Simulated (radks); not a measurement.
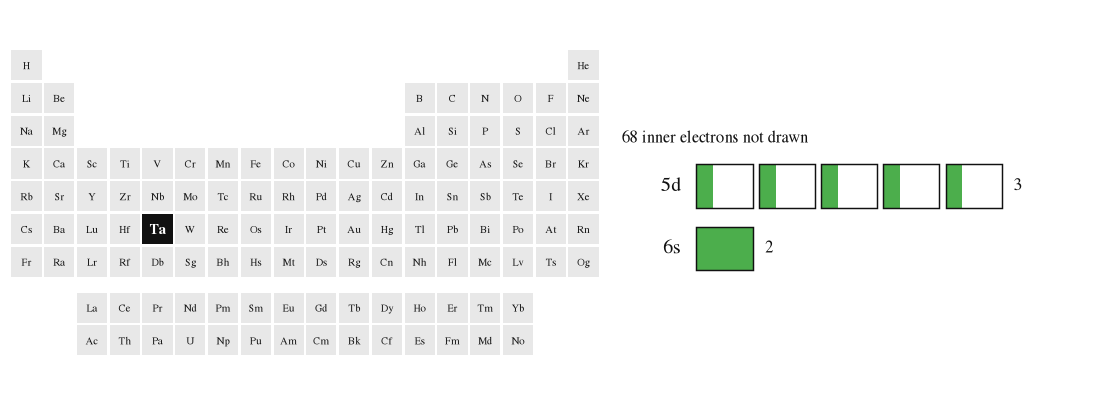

Fig. 1: Left, the place of tantalum in the periodic table; right, the outer shells as the input fills them: a box for each of the 2l + 1 orbitals, shaded by the share of the shell that is filled, with the electron count at the right.

**Atomic calculation, with input and output: Ta**

- system: atomic tantalum (Ta) in the configuration [Xe] 4f14 5d3 6s2 (high spin).
- method: scalar-relativistic Kohn-Sham, exchange-only LDA, spin-polarised, spherical densities, finite nucleus (the in-house radial solver radks)

Summary:

- outcome: converged
- total energy: −15585.6273 hartree
- kinetic energy: 17120.2376 hartree
- electron–nucleus energy: −38508.0425 hartree
- Hartree energy: 6100.5083 hartree
- exchange–correlation energy: −298.330734 hartree
- radius at density 0.001 e/bohr³: 4.92 bohr
- SCF iterations: 15
- hardware: 1 CPU thread, shared host

Input file:
```
Z 73
configuration [Xe] 4f14 5d3 6s2
relativity scalar-relativistic
functional lda,
spin polarised
nucleus finite rms 5.3507 fm
c 137.035999084
```

Energies in input and log are in hartree, lengths in bohr (the nuclear radius in fm).

The program's output:
```
1s      1   1.0000       -2472.72950084
2s      1   1.0000        -424.84887656
2p      1   3.0000        -372.55377120
3s      1   1.0000         -97.25605140
3p      1   3.0000         -81.69528077
3d      1   5.0000         -63.47296515
4s      1   1.0000         -19.75458429
4p      1   3.0000         -14.64576328
4d      1   5.0000          -8.09787030
4f      1   7.0000          -0.86104033
5s      1   1.0000          -2.65396712
5p      1   3.0000          -1.42844913
5d      1   3.0000          -0.12874432
6s      1   1.0000          -0.19555320
1s      2   1.0000       -2472.72960618
2s      2   1.0000        -424.84540702
2p      2   3.0000        -372.55094629
3s      2   1.0000         -97.25515258
3p      2   3.0000         -81.69428126
3d      2   5.0000         -63.47094018
4s      2   1.0000         -19.75198848
4p      2   3.0000         -14.64306373
4d      2   5.0000          -8.09416509
4f      2   7.0000          -0.85050440
5s      2   1.0000          -2.61187916
5p      2   3.0000          -1.37045983
5d      2   0.0000          -0.05375119
6s      2   1.0000          -0.13729849
Etot -15585.627348569782
Ekin 17120.23758522958
Encl -38508.04246511443
Eh 6100.508264963486
Exc -298.3307336484222
err 7.582530921563323e-09
it 15
```

Orbitals:

```tsv
orbital	occupation	energy (eV)	⟨r⟩ (bohr)	outer maximum (bohr)
1s down	1	−67286.4	0.01868	0.0117
1s up	1	−67286.4	0.01868	0.0117
2s up	1	−11560.7	0.07901	0.0669
2s down	1	−11560.6	0.07901	0.0669
2p up	3	−10137.7	0.07059	0.0548
2p down	3	−10137.6	0.07059	0.0548
3s up	1	−2646.5	0.2050	0.189
3s down	1	−2646.4	0.2050	0.189
3p up	3	−2223.0	0.2050	0.187
3p down	3	−2223.0	0.2050	0.187
3d up	5	−1727.2	0.1857	0.152
3d down	5	−1727.1	0.1857	0.152
4s up	1	−537.550	0.4591	0.429
4s down	1	−537.479	0.4591	0.429
4p up	3	−398.532	0.4880	0.450
4p down	3	−398.458	0.4880	0.450
4d up	5	−220.354	0.5235	0.461
4d down	5	−220.253	0.5233	0.461
5s up	1	−72.218	1.103	0.989
5s down	1	−71.073	1.097	0.986
5p up	3	−38.870	1.301	1.13
5p down	3	−37.292	1.289	1.12
4f up	7	−23.430	0.6429	0.441
4f down	7	−23.143	0.6376	0.440
6s up	1	−5.321	3.243	2.73
6s down	1	−3.736	3.539	2.86
5d up	3	−3.503	2.244	1.61
5d down	0	−1.463	2.463	1.58
```

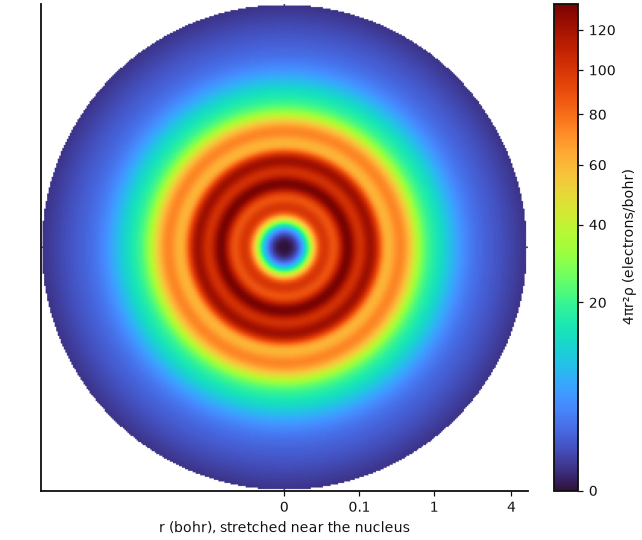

Fig. 2: The radial density 4πr²ρ as a disc about the nucleus, with the radius drawn as r to the power 0.3. There are 4 maxima, at r = 0.0127, 0.0575, 0.160 and 0.428 bohr, parted by minima at 0.0244, 0.104 and 0.301 bohr, inside which lie 1.9, 11.1 and 29.8 electrons. The configuration has 6 principal shells, so not every shell has a maximum of its own.

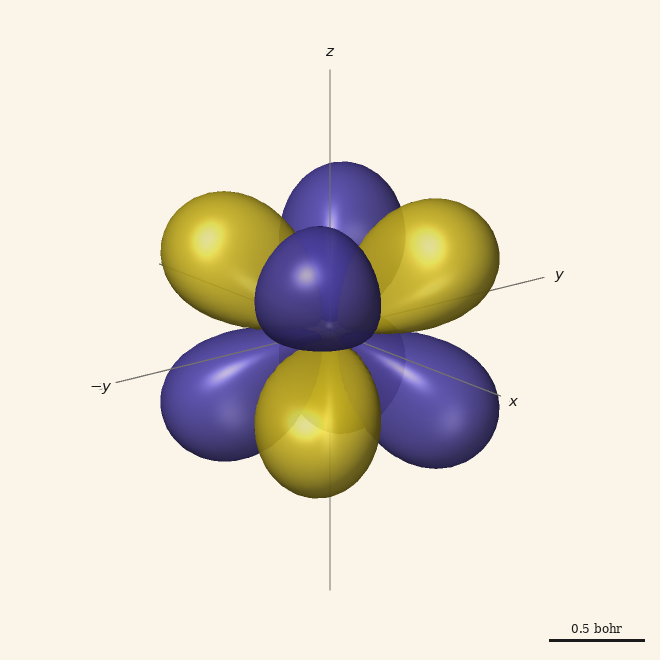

Fig. 3: The 4f(xyz) orbital of down spin. The radial function comes from the spherical calculation and is multiplied by a real spherical harmonic; the overall sign is chosen so that the largest lobe of P(r) is positive; at the scalar-relativistic level it is the large component. The surface of constant |ψ| that holds about 80 % of the electron is drawn, yellow where ψ is positive and blue where it is negative. It has the three coordinate planes as nodes and no radial node. The maximum of P² lies at 0.440 bohr, ⟨r⟩ = 0.638 bohr, 90 % of the charge lies within 1.07 bohr, and the eigenvalue is −23.1 eV, with 7 electrons in the shell for this spin.

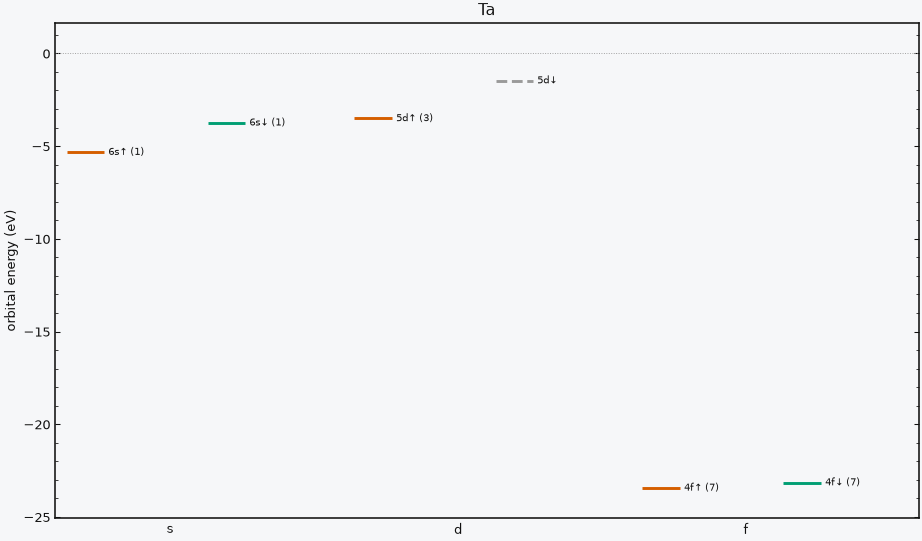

Fig. 4: The outer levels are drawn by angular momentum (occupations in brackets, up spins at the left of each column and down spins at the right, empty levels dashed). The highest occupied level is 5d up at −3.50 eV. From the top down the occupied levels run 5d up (−3.50 eV), 6s down (−3.74 eV), 6s up (−5.32 eV), 4f down (−23.1 eV), 4f up (−23.4 eV). The lowest empty level drawn is 5d down at −1.46 eV. The largest exchange splitting (down less up) among the shells drawn in both spins is that of 5d, 2.04 eV.

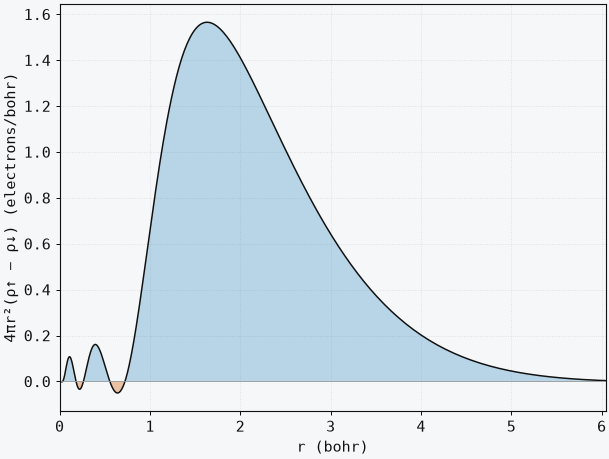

Fig. 5: The radial spin density. The curve integrates to 3 unpaired electrons, held by 5d (+3). Its largest value, 1.57 electrons/bohr, lies near r = 1.6 bohr. Regions of the opposite sign hold 0.014 electrons in all, from the polarisation of filled shells.
